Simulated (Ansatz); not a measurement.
System: FGeH$_{3}$O$_{3}$···HCl.

```xyz
10

Ge   -0.1128   -0.2261   -0.3538
F     0.0404    0.1636    1.3570
O     1.4630   -0.3544   -1.0904
H     1.8223   -1.2512   -1.0434
O    -0.9162    1.0967   -1.1599
H    -1.7847    1.3062   -0.7897
O    -0.9887   -1.7547   -0.3519
H    -1.2185   -2.0458    0.5425
Cl    1.6105    2.7480    2.4227
H     0.9767    1.6620    2.1033
```

Computed with Ansatz 0.2.0, RKS B3LYP/def2-SVP.

### What will maps of the electron density and electron localisation function show?

F2···H10 (1.92 Å): the density falls to about 0.16 e/Å³ on the way; the ELF dips to about 0.10 between them.
Ge–O (1.76 Å): ρ at the midpoint is about 0.99 e/Å³; the ELF peaks at about 0.85 in the valence shell of O, 0.6 Å from its nucleus, and is about 0.35 at the midpoint.
Ge–F (1.76 Å): ρ is about 0.86 e/Å³ halfway; the ELF peaks at about 0.85 in the valence shell of F, 0.5 Å from its nucleus, and is about 0.20 at the midpoint.
O–H (0.97 Å): ρ at the midpoint is about 3.6 e/Å³; the ELF climbs to about 1 towards the hydrogen, as it does in any bond to H (a covalent bond by its length).

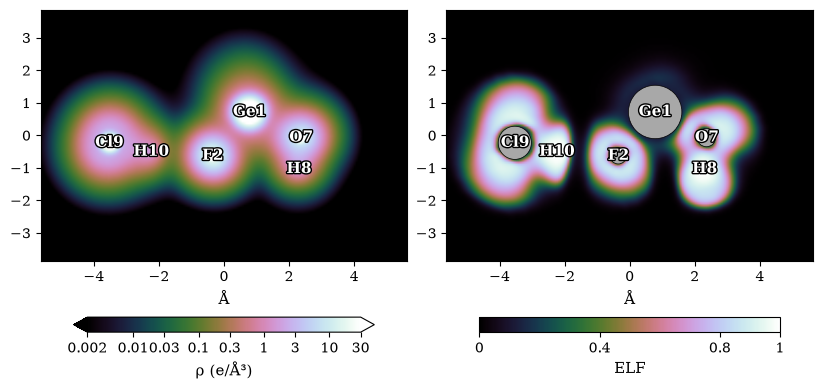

Computed electron density and electron localisation function on the plane of atoms Ge1, O7 and H8, in this order. Grey discs cover the atomic cores in the ELF map. 
